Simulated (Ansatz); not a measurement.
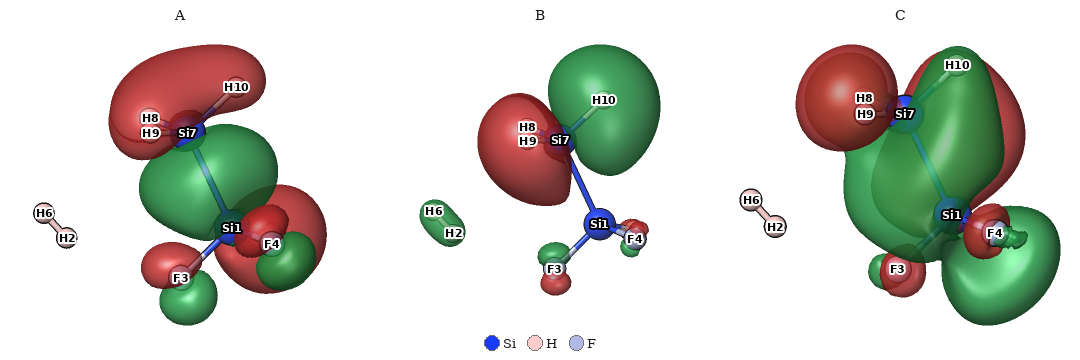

The picture shows: F2H4Si2···H2. Three frontier orbitals at ±0.06 Å⁻³ᐟ² (green and red are the two phases), in no order.

The product side of a reaction path; geometry: PBE0-D4/def2-TZVP.

Level of theory: RKS PBE0-D4/def2-TZVPP in Ansatz 0.2.0.

```xyz
10

Si   -0.9322    1.1011   -0.0251
H    -0.8067   -2.5602   -0.4039
F    -1.9216   -0.1047   -0.3569
F    -0.9722    2.0892   -1.2744
H    -1.5045    1.8293    1.1317
H    -0.2269   -3.0214   -0.3088
Si    1.2466    0.2887    0.2582
H     1.2734   -0.6496    1.4103
H     1.6967   -0.4094   -0.9728
H     2.1474    1.4370    0.5418
```

> Which picture is the HOMO−1, the HOMO and the LUMO?

B is the HOMO−1 (−10.23 eV). Its weight (Hirshfeld) is mainly on Si7 (about 40 %), H10 (about 35 %) and H9 (about 10 %). A is the HOMO (−8.60 eV). Its weight (Hirshfeld) is mainly on Si7 (about 35 %), Si1 (about 30 %), H5 (about 15 %), F3 (about 5 %) and F4 (about 5 %). C is the LUMO (−0.43 eV). It lies mainly on Si1 (about 40 %), Si7 (about 30 %), H9 (about 10 %) and H5 (about 5 %).

> What is the HOMO–LUMO gap?

8.17 eV between the orbital energies.
